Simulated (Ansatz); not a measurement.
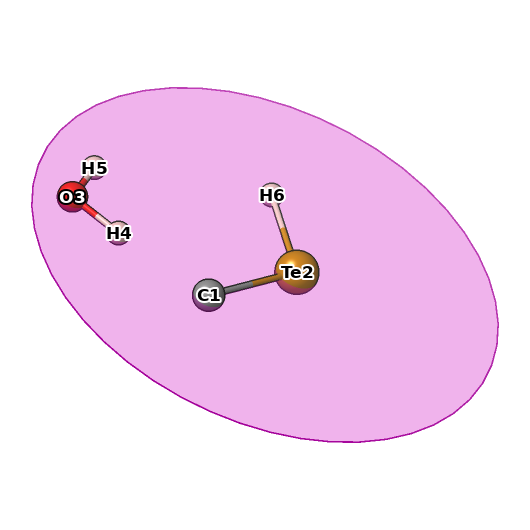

A disc through the centre of mass is drawn in. Atoms fade into the background with distance from the viewer. The species has charge −1 and is a spin singlet. The geometry was computed by an optimisation with PBE0-D4/def2-TZVPD. No frequency run is at hand to confirm it as a minimum.

Is the plane of the disc a mirror plane of the structure?

Yes. The reflection leaves C1, Te2, O3, H4, H5, H6 in place. The point group is Cs.
